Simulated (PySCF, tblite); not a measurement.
# F₂H₃OSi₂ radical, a cluster model of a defect (Si site with back bonds O[SiH3], F, F): EPR parameters

Aim: the EPR parameters of `F[Si](F)O[SiH3]`. It is drawn as: dangling bond.

Computed with tblite 0.8.0 and PySCF 2.14.0; each step states its level. No surroundings beyond the atoms listed, unless a continuum is named. Atoms count from 0, parts from 1.

## Step 1: Starting point

8 atoms, charge 0, multiplicity 2; geometry: distance geometry start.

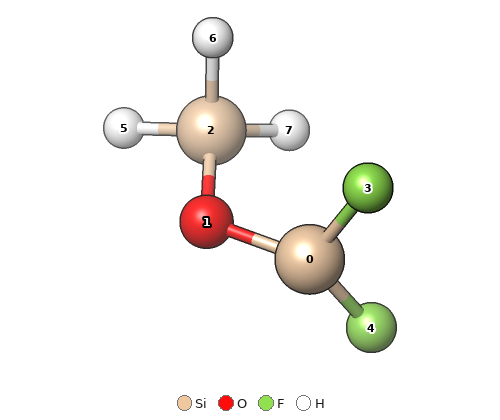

The starting geometry (silicon light orange, oxygen red, fluorine green, hydrogen white), atoms numbered.

## Step 2: Relaxing the cluster with GFN2-xTB

The job: settings as JSON, then the geometry in Å.

```
{"job": {"kind": "relax", "xc": "GFN2-xTB", "basis": "xTB"}, "charge": 0, "multiplicity": 2}
Si     1.583060     0.181567     0.512296
O      0.083096    -0.466701     0.910245
Si    -1.125339    -0.253190    -0.232835
F      1.681602     1.817339     0.380002
F      2.545789    -0.690680    -0.476364
H     -2.186789    -1.264782     0.009692
H     -1.844720     1.059644    -0.115616
H     -0.705112    -0.378520    -1.625185
```

Method: GFN2-xTB geometry optimisation, gas phase.

The run is started by

```sh
$ OMP_NUM_THREADS=1 python cluster_run.py task.json out
```

One launch serves the whole session: the jobs run in the order shown.

The program printed:

```text
step      E/eV     max force
  0    -507.35471    2.952
  1    -507.64273    2.154
  2    -508.09911    1.589
  3    -508.20337    0.909
  4    -508.23985    0.381
  5    -508.25306    0.419
  6    -508.27218    0.403
  7    -508.28442    0.438
  8    -508.29495    0.356
  9    -508.30199    0.259
 10    -508.30598    0.214
 11    -508.30803    0.131
 12    -508.30918    0.122
 13    -508.31026    0.153
 14    -508.31258    0.216
 15    -508.31615    0.290
 16    -508.31953    0.237
 17    -508.32101    0.109
 18    -508.32154    0.063
 19    -508.32186    0.058
 20    -508.32260    0.100
 21    -508.32412    0.174
 22    -508.32672    0.226
 23    -508.32963    0.195
 24    -508.33192    0.100
 25    -508.33278    0.050
 26    -508.33296    0.035
 27    -508.33312    0.034
 28    -508.33336    0.033
 29    -508.33362    0.036
 30    -508.33378    0.023
 31    -508.33384    0.012
 32    -508.33384    0.006
```

Wall time 0.82 s (1 thread of Arm Neoverse V1, shared host).

Step by step:

```
step  energy from step 0 (eV)  largest force (eV/Å)
   0                   0.0000                2.9521
   1                  -0.2880                2.1545
   2                  -0.7444                1.5894
   3                  -0.8487                0.9097
   4                  -0.8851                0.3804
   5                  -0.8983                0.4194
   6                  -0.9175                0.4027
   7                  -0.9297                0.4380
   8                  -0.9402                0.3562
   9                  -0.9473                0.2582
  10                  -0.9513                0.2130
  11                  -0.9533                0.1307
  12                  -0.9545                0.1227
  13                  -0.9556                0.1533
  14                  -0.9579                0.2156
  15                  -0.9614                0.2901
  16                  -0.9648                0.2369
  17                  -0.9663                0.1089
  18                  -0.9668                0.0628
  19                  -0.9672                0.0583
  20                  -0.9679                0.0996
  21                  -0.9694                0.1741
  22                  -0.9720                0.2262
  23                  -0.9749                0.1946
  24                  -0.9772                0.1010
  25                  -0.9781                0.0495
  26                  -0.9783                0.0348
  27                  -0.9784                0.0333
  28                  -0.9787                0.0329
  29                  -0.9789                0.0356
  30                  -0.9791                0.0235
  31                  -0.9791                0.0120
  32                  -0.9791                0.0051
```

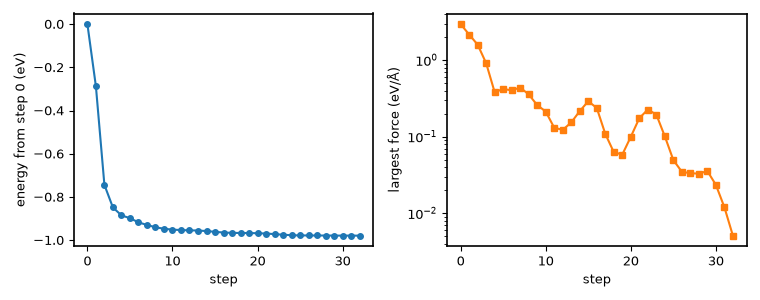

Energy and force, step by step.

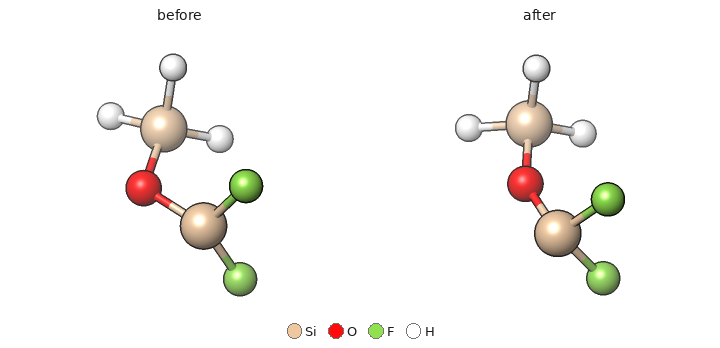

The geometry before (left) and after (right).

Distances of close pairs at the start and the end, largest changes first:

```csv
bond,before (Å),after (Å),change (Å)
Si0–O1,1.682,1.590,-0.092
Si2–H6,1.502,1.459,-0.042
Si0–F3,1.644,1.604,-0.040
O1–Si2,1.677,1.644,-0.033
Si2–H5,1.486,1.458,-0.029
Si0–F4,1.633,1.604,-0.029
Si2–H7,1.460,1.459,-0.001
```

## Step 3: Geometry optimisation at PBE0-D3(BJ)/def2-SVP

The job: settings as JSON, then the geometry in Å.

```
{"job": {"xc": "PBE0", "basis": "def2-SVP", "d3": "d3bj", "grid": 2, "kind": "geom", "shake": 0.01}, "charge": 0, "multiplicity": 2}
Si     1.643774     0.086321     0.848419
O      0.094073    -0.285990     0.612521
Si    -1.302514    -0.240341    -0.283976
F      1.886609     1.669672     0.522206
F      2.531688    -0.559309    -0.306978
H     -2.037328    -1.346817     0.288250
H     -1.865007     1.070529    -0.027139
H     -0.905218    -0.422618    -1.681202
```

The program printed:

```text
step   0  E = -854.92173438  max force = 0.022669
step   1  E = -854.92813763  max force = 0.008185
step   2  E = -854.92854372  max force = 0.002317
step   3  E = -854.92859730  max force = 0.000701
step   4  E = -854.92859996  max force = 0.000268
optimisation converged
```

Run time: 33 s. Hardware: 1 thread of Arm Neoverse V1, shared host; peak memory 0.46 GiB.

The steps of the relaxation:

```
step  energy from step 0 (eV)  largest force component (eV/Å)
   0                   0.0000                          1.1657
   1                  -0.1742                          0.4209
   2                  -0.1853                          0.1191
   3                  -0.1867                          0.0360
   4                  -0.1868                          0.0138
```

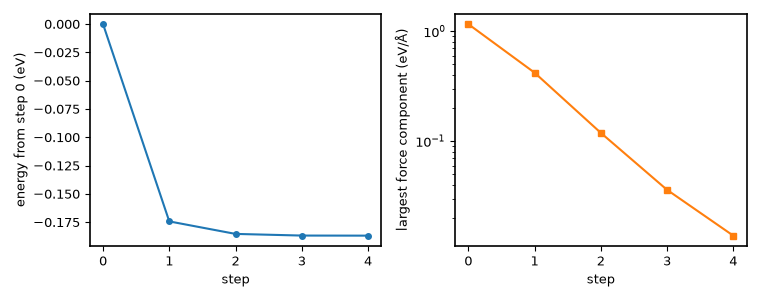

Energy and largest force along the relaxation.

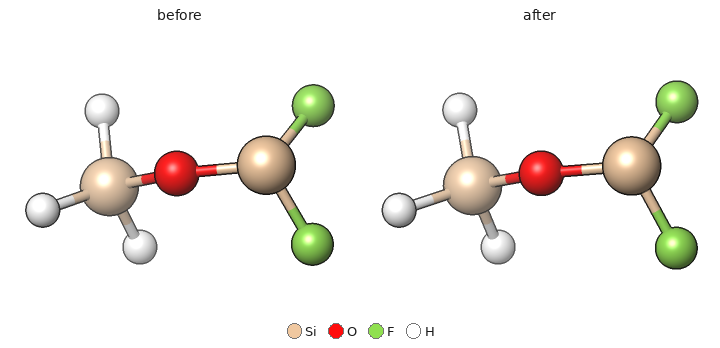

The geometry before (left) and after (right).

Distances of close pairs at the start and the end, largest changes first:

```
  bond  before (Å)  after (Å)  change (Å)
Si2–H5       1.446      1.488      +0.042
Si2–H6       1.449      1.490      +0.041
Si2–H7       1.464      1.491      +0.027
Si0–F4       1.594      1.617      +0.023
Si0–F3       1.635      1.617      -0.017
Si0–O1       1.611      1.626      +0.015
O1–Si2       1.660      1.671      +0.010
```

The next job starts from the end point, and lists it.

```
                         at the end point                value
  point group (found at 0.08 Å tolerance)                   C1
rotational constants (GHz, main isotopes)  5.903, 1.752, 1.505
                        dipole moment (D)                 1.63
                                     ⟨S²⟩                0.751
```

## Step 4: EPR parameters: B3LYP/IGLO-III+pcH-1

The job: settings as JSON, then the geometry in Å.

```
{"job": {"kind": "epr"}, "charge": 0, "multiplicity": 2}
Si     1.696377     0.092364     0.838123
O      0.127753    -0.263212     0.600524
Si    -1.293298    -0.219772    -0.276777
F      1.925132     1.680611     0.636346
F      2.592051    -0.636926    -0.293198
H     -2.165768    -1.320957     0.213401
H     -1.961833     1.094742    -0.064368
H     -0.992324    -0.408160    -1.724849
```

Method: UKS B3LYP, IGLO-III on F O Si, pcH-1 on H, non-relativistic, mean-field spin-orbit, GIAO.

The program printed:

```text
UKS, coarse grid
  cycle   1  E = -855.85149546  |g| = 8.02e-01
  cycle   2  E = -855.39093534  |g| = 1.42e+00
  cycle   3  E = -856.05366762  |g| = 8.66e-02
  cycle   4  E = -856.05472202  |g| = 7.88e-02
  cycle   5  E = -856.05663716  |g| = 1.16e-02
  cycle   6  E = -856.05667677  |g| = 1.84e-03
  cycle   7  E = -856.05667846  |g| = 5.70e-04
UKS, final grid
  cycle   1  E = -856.05673324  |g| = 5.90e-04
  cycle   2  E = -856.05673311  |g| = 8.73e-04
  cycle   3  E = -856.05673336  |g| = 1.45e-04
  cycle   4  E = -856.05673336  |g| = 1.73e-05
E = -856.05673336 Eh   <S^2> = 0.7510 (exact 0.7500)
g shifts (ppm)      1          2          3
  rmc          -223       -223       -223
  gc            126        121         57
  oz_so       -2136      -1781       -328
  total       -2233      -1883       -494
hyperfine (MHz)  atom isotope    a_iso     a_fc   dipolar eigenvalues
    0  29Si   -1409.75   -1410.82   -112.50     56.17     56.33
    1   17O    -115.73    -115.71    -16.76      7.83      8.94
    2  29Si     -17.96     -18.01     -7.09      3.47      3.62
    3   19F     355.63     354.74   -135.62   -130.04    265.66
    4   19F     358.31     357.44   -136.97   -131.25    268.22
    5    1H      -0.22      -0.22     -1.14     -0.82      1.96
    6    1H       1.11       1.11     -1.20     -0.77      1.97
    7    1H       4.66       4.65     -1.23     -0.66      1.89
```

Run time: 36 s. Hardware: 1 thread of Arm Neoverse V1, shared host; peak memory 0.73 GiB.

Principal g values 2.00009, 2.00044, 2.00182; g(iso) = 2.00078, against 2.00232 for a free electron.

Hyperfine couplings, nucleus by nucleus at this fixed geometry (no averaging over rotations):

| nuclei | isotope | a(iso) (MHz) | a(iso) (G, at g = 2.0023) | largest dipolar term (MHz) |
| --- | --- | --- | --- | --- |
| Si0 | 29Si | -1409.7 | -503.0 | -112.5 |
| F4 | 19F | 358.3 | 127.9 | 268.2 |
| F3 | 19F | 355.6 | 126.9 | 265.7 |
| O1 | 17O | -115.7 | -41.3 | -16.8 |
| Si2 | 29Si | -18.0 | -6.4 | -7.1 |
| H7 | 1H | 4.7 | 1.7 | 1.9 |
| H6 | 1H | 1.1 | 0.4 | 2.0 |
| H5 | 1H | -0.2 | -0.1 | 2.0 |

Mulliken spin populations:

```csv
atom,value (e)
Si0,0.91
O1,0.01
Si2,0.03
F3,0.02
F4,0.02
H5,0.00
H6,0.00
H7,0.00
```

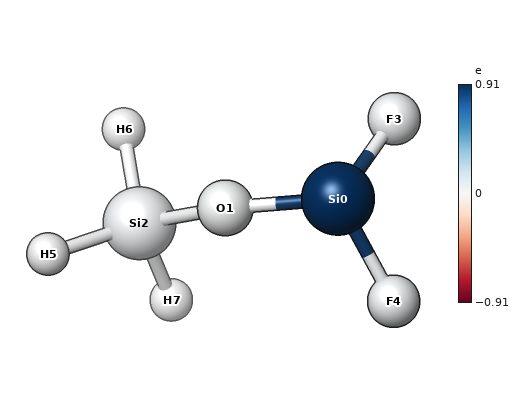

Mulliken spin populations, as colours on the atoms.

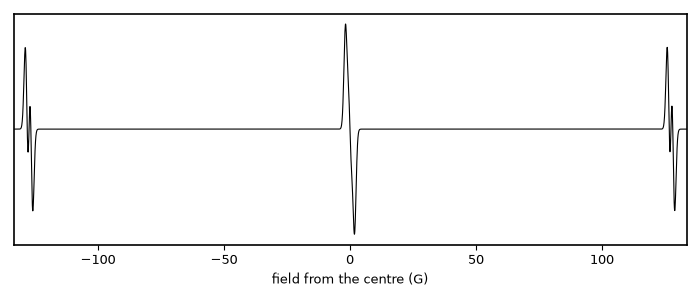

First-order isotropic spectrum (first derivative, main isotopes with spin only, couplings over 0.8 MHz, Gaussian width 0.6 G; couplings of the frozen geometry, rotation of groups not averaged beyond the rows shown).

## Step 5: g tensor and hyperfine couplings: BHandHLYP/IGLO-III+pcH-1

Settings changed since step 4:

```diff
@@ -1,2 +1,2 @@
-{"job": {"kind": "epr"}, "charge": 0, "multiplicity": 2}
+{"job": {"kind": "epr", "xc": "BHandHLYP"}, "charge": 0, "multiplicity": 2}
 Si     1.696377     0.092364     0.838123
```

With the program's defaults for keys left out, this is: UKS BHandHLYP, IGLO-III on F O Si, pcH-1 on H, non-relativistic, mean-field spin-orbit, GIAO.

The program printed:

```text
UKS, coarse grid
  cycle   1  E = -855.74400131  |g| = 6.88e-01
  cycle   2  E = -855.69069834  |g| = 8.40e-01
  cycle   3  E = -855.90523574  |g| = 4.04e-02
  cycle   4  E = -855.90597397  |g| = 2.88e-02
  cycle   5  E = -855.90625576  |g| = 8.56e-03
  cycle   6  E = -855.90628845  |g| = 1.74e-03
  cycle   7  E = -855.90629061  |g| = 3.81e-04
UKS, final grid
  cycle   1  E = -855.90632759  |g| = 2.57e-04
  cycle   2  E = -855.90632760  |g| = 2.77e-04
  cycle   3  E = -855.90632763  |g| = 5.20e-05
  cycle   4  E = -855.90632763  |g| = 2.04e-05
E = -855.90632763 Eh   <S^2> = 0.7514 (exact 0.7500)
g shifts (ppm)      1          2          3
  rmc          -225       -225       -225
  gc            126        120         55
  oz_so       -2204      -1864       -299
  total       -2304      -1969       -469
hyperfine (MHz)  atom isotope    a_iso     a_fc   dipolar eigenvalues
    0  29Si   -1438.20   -1439.28   -119.66     59.62     60.04
    1   17O    -112.50    -112.48    -16.43      7.70      8.74
    2  29Si     -15.66     -15.69     -6.34      3.08      3.26
    3   19F     378.73     377.92   -130.56   -125.55    256.10
    4   19F     381.23     380.43   -131.70   -126.61    258.31
    5    1H      -0.17      -0.17     -1.11     -0.84      1.95
    6    1H       1.06       1.06     -1.15     -0.81      1.96
    7    1H       4.01       4.01     -1.17     -0.71      1.88
```

Wall time 40 s (1 thread of Arm Neoverse V1, shared host); peak memory 0.81 GiB.

In short: g(iso) 2.00074.

## Step 6: Side by side: EPR parameters

g, ⟨S²⟩ and isotropic hyperfine couplings (MHz), with basis size and wall time:

```csv
run,g(iso),⟨S²⟩,29Si Si0,19F F4,19F F3,17O O1,29Si Si2,functions,time
B3LYP/IGLO-III+pcH-1,2.00078,0.751,-1409.7,358.3,355.6,-115.7,-18.0,223,36 s
BHandHLYP/IGLO-III+pcH-1,2.00074,0.751,-1438.2,381.2,378.7,-112.5,-15.7,223,40 s
```

## Step 7: What came out

| quantity | value |
| --- | --- |
| point group | C1 |
| rotational constants (main isotopes) | 5.90, 1.75, 1.51 GHz |
| g(iso) (B3LYP) | 2.00078 |
| ⟨S²⟩ | 0.751 (exact 0.75) |
| largest a(iso) | 29Si on Si0, -1409.7 MHz |

What this shows: Relaxing lowered the energy by 0.187 eV in 4 steps; the close pair that moved most is Si2–H5, from 1.446 to 1.488 Å (PBE0/def2-SVP). No frequency check was run at this level, so the end point may be a saddle. Most of the unpaired spin sits on Si0 (0.91 e). The isotropic g lies 1.5 ppt below the free-electron value. The coupling of 29Si on Si0 runs from -1438.2 (BHandHLYP/IGLO-III+pcH-1) to -1409.7 MHz (B3LYP/IGLO-III+pcH-1).
